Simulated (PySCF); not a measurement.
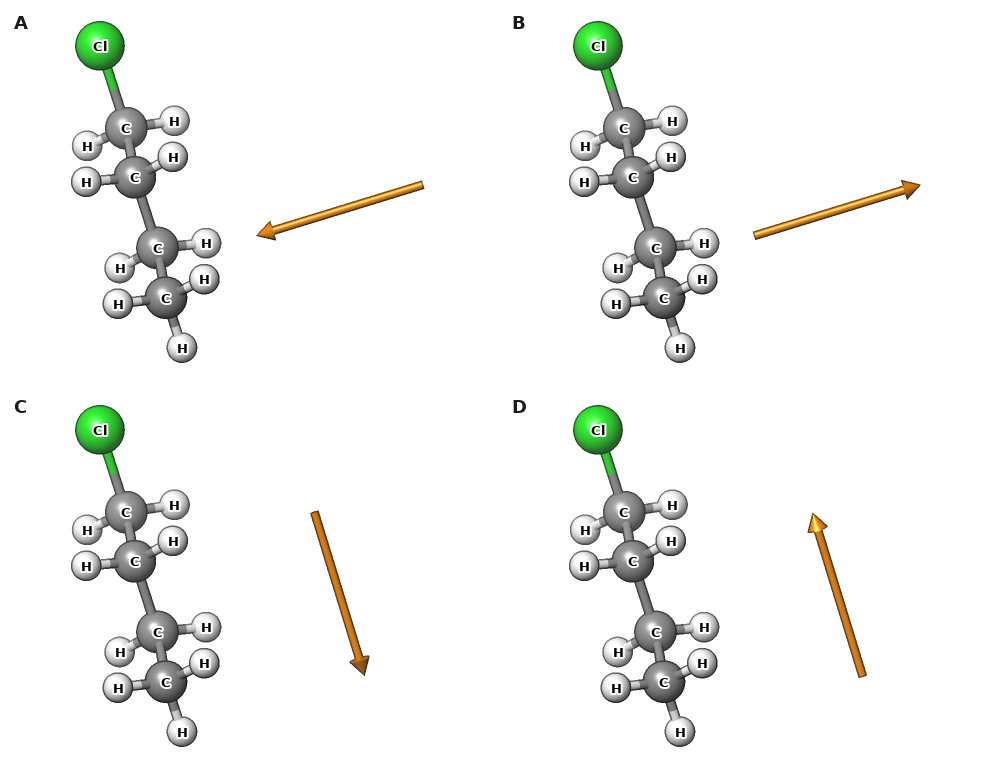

The same molecule four times, each with an arrow. The computed structure is the end point of a GFN2-xTB optimisation. No frequency run is at hand to confirm it as a minimum. Method: PBE0/pcSseg-1, gas phase (PySCF 2.14.0).

Which arrow points along the dipole moment, from the negative to the positive end?

C. The dipole moment is 2.34 D.
